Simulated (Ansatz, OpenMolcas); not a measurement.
# CH6GaN (SMILES [CH3][GaH][NH2]): methods side by side

CH6GaN: 9 atoms, total charge 0, spin state singlet. SMILES: `[CH3][GaH][NH2]`. The coordinates come from a PBE0-D4/def2-TZVP relaxation.

```xyz
9

C    -0.2791    0.9447   -1.1248
Ga    0.5134   -0.5319   -0.1044
N    -0.0682   -0.8076    1.5968
H    -0.7560    0.5683   -2.0331
H     0.4934    1.6522   -1.4356
H    -1.0263    1.4835   -0.5401
H     1.6179   -1.5213   -0.6087
H     0.2765   -1.5366    2.1977
H    -0.7716   -0.2513    2.0522
```

Each level gives the electronic atomisation energy (eV). The values are calculated. Electronic energies at fixed atoms, without zero-point motion or spin-orbit coupling.

```json
{"level": "HF/6-31G* (spherical functions)", "kind": "Hartree–Fock", "program": "OpenMolcas", "value (eV)": "21.18"}
{"level": "SVWN5/6-31G* (spherical functions)", "kind": "LDA", "program": "OpenMolcas", "value (eV)": "33.90"}
{"level": "BLYP/6-31G* (spherical functions)", "kind": "GGA", "program": "Ansatz", "value (eV)": "29.34"}
{"level": "B3LYP/6-31G* (spherical functions)", "kind": "global hybrid", "program": "OpenMolcas", "value (eV)": "29.53"}
{"level": "CAM-B3LYP/6-31G* (spherical functions)", "kind": "range-separated hybrid", "program": "Ansatz", "value (eV)": "29.87"}
{"level": "B2PLYP/6-31G* (spherical functions)", "kind": "double hybrid", "program": "Ansatz", "value (eV)": "28.73"}
{"level": "RPA@PBE0/6-31G* (spherical functions)", "kind": "RPA", "program": "Ansatz", "value (eV)": "26.52"}
{"level": "BCCD(T)/6-31G* (spherical functions)", "kind": "coupled cluster or CI", "program": "Ansatz", "value (eV)": "26.69"}
```

All-electron rows without a relativistic Hamiltonian named are non-relativistic. The values span 21.18 to 33.90 eV. In the correlated wave-function rows the outer d shell of Ga is correlated, in sets not made for it.

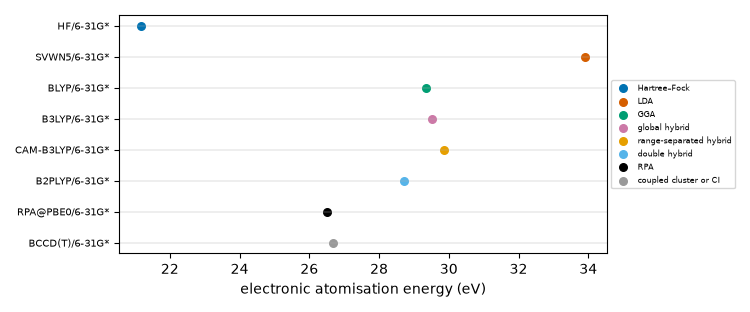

The values of the table, level by level.
